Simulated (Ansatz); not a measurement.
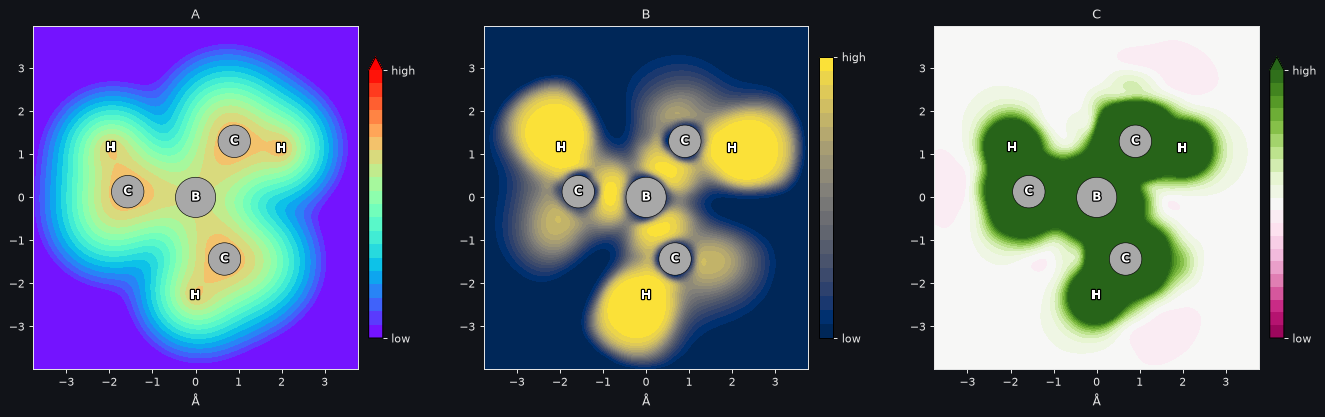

C3H9B: 3 fields on the plane of atoms B1, C10 and H13, with unlabelled colour scales. Grey discs cover the atomic cores.

Computed with RKS PBE/6-31G* in Ansatz 0.2.0.

**Match the panels to the quantities (electron density, electron localisation function and electrostatic potential).**

Panel A: electron density. Panel B: electron localisation function. Panel C: electrostatic potential (strongly positive close to the atoms and fading to about zero outside). From the grid: C–B (1.58 Å): ρ at the midpoint is about 1.4 e/Å³; the ELF peaks at about 1 between the atoms (localised, covalent bonding). C–H (1.10 Å): ρ is about 1.9 e/Å³ halfway; the ELF climbs to about 1 towards the hydrogen, as it does in any bond to H (a covalent bond by its length).
